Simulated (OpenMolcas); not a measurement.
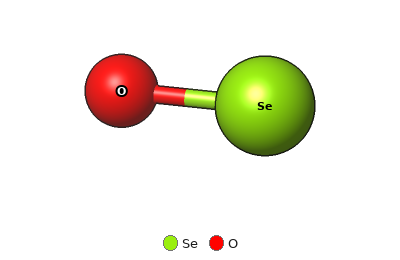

*The molecule at the reference distance of 1.577 Å.*

## Run report: SeO⁺, relativistic diatomic calculation (part 1 of 2)

- system: SeO⁺.
- method: SA-CASSCF(7,6)/XMS-CASPT2 + RASSI spin-orbit (X2C scalar, AMFI), ANO-RCC-VTZP (OpenMolcas)

### Input
```
&GATEWAY
Coord
2
angstrom
Se 0.0 0.0 0.0
O 0.0 0.0 1.5770
Basis=ANO-RCC-VTZP
Group=XY
RX2C
AMFI
ANGMom
0.0 0.0 0.0
RICD
&SEWARD
&GUESSORB
&RASSCF
FileOrb=$CurrDir/o22.orb
Symmetry=2
Spin=2
nActEl=7 0 0
Inactive=11 6
RAS2=2 4
CIRoot=8 8 1
Linear
Iterations=120 100
OrbListing=Nothing
PRWF=0.15
>>COPY $Project.RasOrb $CurrDir/o22.orb
>>COPY $Project.rasscf.h5 $CurrDir/r22.h5
&CASPT2
XMultistate=all
Imaginary=0.2
IPEA=0.25
MaxIter=40
>>COPY $Project.JobMix JOB001
&RASSCF
FileOrb=$CurrDir/o42.orb
Symmetry=2
Spin=4
nActEl=7 0 0
Inactive=11 6
RAS2=2 4
CIRoot=2 2 1
Linear
Iterations=120 100
OrbListing=Nothing
PRWF=0.15
>>COPY $Project.RasOrb $CurrDir/o42.orb
>>COPY $Project.rasscf.h5 $CurrDir/r42.h5
&CASPT2
XMultistate=all
Imaginary=0.2
IPEA=0.25
MaxIter=40
>>COPY $Project.JobMix JOB002
&RASSCF
FileOrb=$CurrDir/o41.orb
Symmetry=1
Spin=4
nActEl=7 0 0
Inactive=11 6
RAS2=2 4
CIRoot=1 1 1
Linear
Iterations=120 100
OrbListing=Nothing
PRWF=0.15
>>COPY $Project.RasOrb $CurrDir/o41.orb
>>COPY $Project.rasscf.h5 $CurrDir/r41.h5
&CASPT2
XMultistate=all
Imaginary=0.2
IPEA=0.25
MaxIter=40
>>COPY $Project.JobMix JOB003
&RASSCF
FileOrb=$CurrDir/o21.orb
Symmetry=1
Spin=2
nActEl=7 0 0
Inactive=11 6
RAS2=2 4
CIRoot=1 1 1
Linear
Iterations=120 100
OrbListing=Nothing
PRWF=0.15
>>COPY $Project.RasOrb $CurrDir/o21.orb
>>COPY $Project.rasscf.h5 $CurrDir/r21.h5
&CASPT2
XMultistate=all
Imaginary=0.2
IPEA=0.25
MaxIter=40
>>COPY $Project.JobMix JOB004
&RASSI
Nr of JobIphs=4 8 2 1 1
1 2 3 4 5 6 7 8
1 2
1
1
SpinOrbit
EJob
Omega
MEES
MESO
Properties=4
'AngMom' 3 'Mltpl  1' 1 'Mltpl  1' 2 'Mltpl  1' 3
Thrs=1.0d-4
>>COPY $Project.rassi.h5 $CurrDir/so.h5
```

The first orbital files come from an earlier step.

Run as:
```bash
pymolcas m.inp (one call a module block, same work directory)
```

### The program's output (extracts)
```
++    Wave function specifications:
      Number of closed shell electrons          34
      Number of electrons in active shells       7
      Number of inactive orbitals               17
      Number of active orbitals                  6
      Number of secondary orbitals              50
      Spin quantum number                      0.5
      State symmetry                             2
++    Orbital specifications:
      Symmetry species                           1   2
                                                 a   b
      Frozen orbitals                            0   0
      Inactive orbitals                         11   6
      Active orbitals                            2   4
      RAS2 orbitals                              2   4
      Secondary orbitals                        26  24
      Number of basis functions                 39  34
      printout of CI-coefficients larger than  0.15 for root  1
      energy=   -2502.736431
      conf/sym  11 2222     Coeff  Weight
            43  02 2u02  -0.18151 0.03295
            79  02 uud2  -0.24714 0.06108
            98  02 0u22  -0.91296 0.83350
      printout of CI-coefficients larger than  0.15 for root  2
      energy=   -2502.736431
      conf/sym  11 2222     Coeff  Weight
            72  02 u220   0.18151 0.03295
            76  02 uu2d  -0.24714 0.06108
            80  02 u022  -0.91296 0.83350
      printout of CI-coefficients larger than  0.15 for root  3
      energy=   -2502.594814
      conf/sym  11 2222     Coeff  Weight
            41  02 202u  -0.18627 0.03470
            78  02 udu2  -0.50736 0.25742
            79  02 uud2  -0.62164 0.38643
            96  02 022u   0.53125 0.28223
      printout of CI-coefficients larger than  0.15 for root  4
      energy=   -2502.594814
      conf/sym  11 2222     Coeff  Weight
            44  02 20u2   0.53125 0.28223
            74  02 ud2u  -0.50736 0.25742
            76  02 uu2d   0.62164 0.38643
            97  02 02u2  -0.18627 0.03470
      printout of CI-coefficients larger than  0.15 for root  5
      energy=   -2502.563433
      conf/sym  11 2222     Coeff  Weight
            41  02 202u  -0.49151 0.24159
            78  02 udu2   0.69511 0.48317
            96  02 022u   0.49151 0.24159
      printout of CI-coefficients larger than  0.15 for root  6
      energy=   -2502.563433
      conf/sym  11 2222     Coeff  Weight
            44  02 20u2  -0.49151 0.24159
            74  02 ud2u  -0.69511 0.48317
            97  02 02u2   0.49151 0.24159
      printout of CI-coefficients larger than  0.15 for root  7
      energy=   -2502.514902
      conf/sym  11 2222     Coeff  Weight
            44  02 20u2   0.43836 0.19216
            74  02 ud2u   0.27413 0.07515
            97  02 02u2   0.82604 0.68234
      printout of CI-coefficients larger than  0.15 for root  8
      energy=   -2502.514902
      conf/sym  11 2222     Coeff  Weight
            41  02 202u   0.82604 0.68234
            78  02 udu2   0.27413 0.07515
            96  02 022u   0.43836 0.19216
      Natural orbitals and occupation numbers for root  1
      sym 1:   0.039191   1.961410
      sym 2:   0.142148   1.038992   1.859860   1.958399
      Natural orbitals and occupation numbers for root  2
      sym 1:   0.039191   1.961410
      sym 2:   1.038992   0.142148   1.958399   1.859860
      Natural orbitals and occupation numbers for root  3
      sym 1:   0.035008   1.965605
      sym 2:   0.747165   1.264319   1.324452   1.663452
      Natural orbitals and occupation numbers for root  4
      sym 1:   0.035008   1.965605
      sym 2:   1.264319   0.747165   1.663452   1.324452
      Natural orbitals and occupation numbers for root  5
      sym 1:   0.030089   1.970478
      sym 2:   1.004541   1.004541   1.495176   1.495176
      Natural orbitals and occupation numbers for root  6
      sym 1:   0.030089   1.970478
      sym 2:   1.004541   1.004541   1.495176   1.495176
      Natural orbitals and occupation numbers for root  7
      sym 1:   0.031806   1.968740
      sym 2:   0.496620   1.518128   1.086348   1.898358
      Natural orbitals and occupation numbers for root  8
      sym 1:   0.031806   1.968740
      sym 2:   1.518128   0.496620   1.898358   1.086348
      RASSCF energy for state  8                  -2502.51490234
::    RASSCF root number  1 Total energy:  -2502.73643050
::    RASSCF root number  2 Total energy:  -2502.73643050
::    RASSCF root number  3 Total energy:  -2502.59481404
::    RASSCF root number  4 Total energy:  -2502.59481404
::    RASSCF root number  5 Total energy:  -2502.56343316
::    RASSCF root number  6 Total energy:  -2502.56343316
::    RASSCF root number  7 Total energy:  -2502.51490234
::    RASSCF root number  8 Total energy:  -2502.51490234
      Von Neumann Entropy (Root   1) =  1.02784
++    Wave function specifications:
      Number of closed shell electrons           4
      Number of electrons in active shells       7
      Number of inactive orbitals                2
      Number of active orbitals                  6
      Number of secondary orbitals              50
      Spin quantum number                      0.5
      State symmetry                             2
      Number of CSFs                           108
      Number of CASSCF root(s) available         8
      CASPT2 state passed to geometry opt.       8
      A file JOBMIX will be created
      This is a MULTI-STATE CASSCF reference
      Number of CI roots used                    8
      These are:                                 1   2   3   4   5   6   7   8
      Off-diagonal elements of Heff are computed
  FINAL CASPT2 RESULT:
      Reference energy:       -2502.7364305006
      E2 (Non-variational):      -0.2751463514
      Shift correction:          -0.0015301876
      E2 (Variational):          -0.2766765390
      Total energy:           -2503.0131070396
      Reference weight:           0.92059
  FINAL CASPT2 RESULT:
      Reference energy:       -2502.7364305005
      E2 (Non-variational):      -0.2751463518
      Shift correction:          -0.0015301876
      E2 (Variational):          -0.2766765394
      Total energy:           -2503.0131070399
      Reference weight:           0.92059
  FINAL CASPT2 RESULT:
      Reference energy:       -2502.5948140361
      E2 (Non-variational):      -0.2724122873
      Shift correction:          -0.0014834297
      E2 (Variational):          -0.2738957170
      Total energy:           -2502.8687097532
      Reference weight:           0.92287
  FINAL CASPT2 RESULT:
      Reference energy:       -2502.5948140361
      E2 (Non-variational):      -0.2724122874
      Shift correction:          -0.0014834297
      E2 (Variational):          -0.2738957171
      Total energy:           -2502.8687097533
      Reference weight:           0.92287
  FINAL CASPT2 RESULT:
      Reference energy:       -2502.5634331639
      E2 (Non-variational):      -0.2696422581
      Shift correction:          -0.0012468228
      E2 (Variational):          -0.2708890809
      Total energy:           -2502.8343222448
      Reference weight:           0.92622
  FINAL CASPT2 RESULT:
      Reference energy:       -2502.5634331639
      E2 (Non-variational):      -0.2696422581
      Shift correction:          -0.0012468228
      E2 (Variational):          -0.2708890809
      Total energy:           -2502.8343222448
      Reference weight:           0.92622
  FINAL CASPT2 RESULT:
      Reference energy:       -2502.5149023409
      E2 (Non-variational):      -0.2736676220
      Shift correction:          -0.0013429009
      E2 (Variational):          -0.2750105229
      Total energy:           -2502.7899128638
      Reference weight:           0.92358
  FINAL CASPT2 RESULT:
      Reference energy:       -2502.5149023409
      E2 (Non-variational):      -0.2736676224
      Shift correction:          -0.0013429009
      E2 (Variational):          -0.2750105233
      Total energy:           -2502.7899128641
      Reference weight:           0.92358
       Total XMS-CASPT2 energies:
::    XMS-CASPT2 Root  1     Total energy:  -2503.01250348
::    XMS-CASPT2 Root  2     Total energy:  -2503.01250348
::    XMS-CASPT2 Root  3     Total energy:  -2502.86376352
::    XMS-CASPT2 Root  4     Total energy:  -2502.86376352
::    XMS-CASPT2 Root  5     Total energy:  -2502.83423572
::    XMS-CASPT2 Root  6     Total energy:  -2502.83423572
::    XMS-CASPT2 Root  7     Total energy:  -2502.79554919
::    XMS-CASPT2 Root  8     Total energy:  -2502.79554919
++    Wave function specifications:
      Number of closed shell electrons          34
      Number of electrons in active shells       7
      Number of inactive orbitals               17
      Number of active orbitals                  6
      Number of secondary orbitals              50
      Spin quantum number                      1.5
      State symmetry                             2
      printout of CI-coefficients larger than  0.15 for root  1
      energy=   -2502.625779
      conf/sym  11 2222     Coeff  Weight
            24  02 uu2u  -0.98622 0.97264
      printout of CI-coefficients larger than  0.15 for root  2
      energy=   -2502.625779
      conf/sym  11 2222     Coeff  Weight
            25  02 uuu2   0.98622 0.97264
      Natural orbitals and occupation numbers for root  1
      sym 1:   0.031369   1.969185
      sym 2:   1.010053   0.998684   1.989393   1.001316
      Natural orbitals and occupation numbers for root  2
      sym 1:   0.031369   1.969185
      sym 2:   0.998684   1.010053   1.001316   1.989393
      RASSCF energy for state  2                  -2502.62577928
::    RASSCF root number  1 Total energy:  -2502.62577928
::    RASSCF root number  2 Total energy:  -2502.62577928
      Von Neumann Entropy (Root   1) =  1.62144
++    Wave function specifications:
      Number of closed shell electrons           4
      Number of electrons in active shells       7
      Number of inactive orbitals                2
      Number of active orbitals                  6
      Number of secondary orbitals              50
      Spin quantum number                      1.5
      State symmetry                             2
      Number of CSFs                            40
      Number of CASSCF root(s) available         2
      CASPT2 state passed to geometry opt.       2
      A file JOBMIX will be created
      This is a MULTI-STATE CASSCF reference
      Number of CI roots used                    2
      These are:                                 1   2
      Off-diagonal elements of Heff are computed
  FINAL CASPT2 RESULT:
      Reference energy:       -2502.6257792752
      E2 (Non-variational):      -0.2660569943
      Shift correction:          -0.0012612302
      E2 (Variational):          -0.2673182245
      Total energy:           -2502.8930974996
      Reference weight:           0.92641
  FINAL CASPT2 RESULT:
      Reference energy:       -2502.6257792751
      E2 (Non-variational):      -0.2660569955
      Shift correction:          -0.0012612303
      E2 (Variational):          -0.2673182258
      Total energy:           -2502.8930975009
      Reference weight:           0.92641
       Total XMS-CASPT2 energies:
::    XMS-CASPT2 Root  1     Total energy:  -2502.89309750
::    XMS-CASPT2 Root  2     Total energy:  -2502.89309750
++    Wave function specifications:
      Number of closed shell electrons          34
      Number of electrons in active shells       7
      Number of inactive orbitals               17
      Number of active orbitals                  6
      Number of secondary orbitals              50
      Spin quantum number                      1.5
      State symmetry                             1
      printout of CI-coefficients larger than  0.15 for root  1
      energy=   -2502.555875
      conf/sym  11 2222     Coeff  Weight
            44  0u uu22  -0.98503 0.97028
      Natural orbitals and occupation numbers for root  1
      sym 1:   0.019669   0.988196
      sym 2:   1.017642   1.017642   1.978426   1.978426
      RASSCF energy for state  1                  -2502.55587485
::    RASSCF root number  1 Total energy:  -2502.55587485
      Von Neumann Entropy (Root   1) =  1.59106
++    Wave function specifications:
      Number of closed shell electrons           4
      Number of electrons in active shells       7
      Number of inactive orbitals                2
      Number of active orbitals                  6
      Number of secondary orbitals              50
      Spin quantum number                      1.5
      State symmetry                             1
      Number of CSFs                            44
      Number of CASSCF root(s) available         1
      CASPT2 state passed to geometry opt.       1
      A file JOBMIX will be created
      This is a CASSCF or RASSCF reference function
  FINAL CASPT2 RESULT:
      Reference energy:       -2502.5558748439
      E2 (Non-variational):      -0.2989418516
      Shift correction:          -0.0018253520
      E2 (Variational):          -0.3007672035
      Total energy:           -2502.8566420474
      Reference weight:           0.91085
++    Wave function specifications:
      Number of closed shell electrons          34
      Number of electrons in active shells       7
      Number of inactive orbitals               17
      Number of active orbitals                  6
      Number of secondary orbitals              50
      Spin quantum number                      0.5
      State symmetry                             1
      printout of CI-coefficients larger than  0.15 for root  1
      energy=   -2502.543240
      conf/sym  11 2222     Coeff  Weight
            18  u2 2002  -0.18577 0.03451
            62  u2 0220  -0.18577 0.03451
            70  u2 0022   0.92983 0.86458
      Natural orbitals and occupation numbers for root  1
      sym 1:   1.014117   1.985017
      sym 2:   0.132430   0.132430   1.868004   1.868004
      RASSCF energy for state  1                  -2502.54323976
::    RASSCF root number  1 Total energy:  -2502.54323976
      Von Neumann Entropy (Root   1) =  1.21026
++    Wave function specifications:
      Number of closed shell electrons           4
      Number of electrons in active shells       7
      Number of inactive orbitals                2
      Number of active orbitals                  6
      Number of secondary orbitals              50
      Spin quantum number                      0.5
      State symmetry                             1
      Number of CSFs                           102
      Number of CASSCF root(s) available         1
      CASPT2 state passed to geometry opt.       1
      A file JOBMIX will be created
      This is a CASSCF or RASSCF reference function
  FINAL CASPT2 RESULT:
      Reference energy:       -2502.5432397602
      E2 (Non-variational):      -0.2696862915
      Shift correction:          -0.0013857321
      E2 (Variational):          -0.2710720235
      Total energy:           -2502.8143117837
      Reference weight:           0.92356
  SPIN-FREE ENERGIES:
  (Shifted by EMIN (a.u.) =      -2503.0125034776)
 SF State       Relative EMIN(au)   Rel lowest level(eV)    D:o, cm**(-1)      Abs_M
     1             0.0000000000        0.0000000000              0.0000         1.0
     2             0.0000000000        0.0000000000              0.0000         1.0
     9             0.1194059766        3.2492021483          26206.5827         1.0
    10             0.1194059781        3.2492021891          26206.5830         1.0
     3             0.1487399559        4.0474203900          32644.6470         1.0
     4             0.1487399559        4.0474203900          32644.6470         1.0
    11             0.1558614302        4.2412055772          34207.6299         0.0
     5             0.1782677614        4.8509129111          39125.2512         3.0
     6             0.1782677614        4.8509129111          39125.2512         3.0
    12             0.1981916939        5.3930707324          43498.0489         0.0
     7             0.2169542909        5.9036270082          47615.9630         1.0
     8             0.2169542909        5.9036270082          47615.9630         1.0
```

(Continued in part 2.) Outcome of the run: converged.
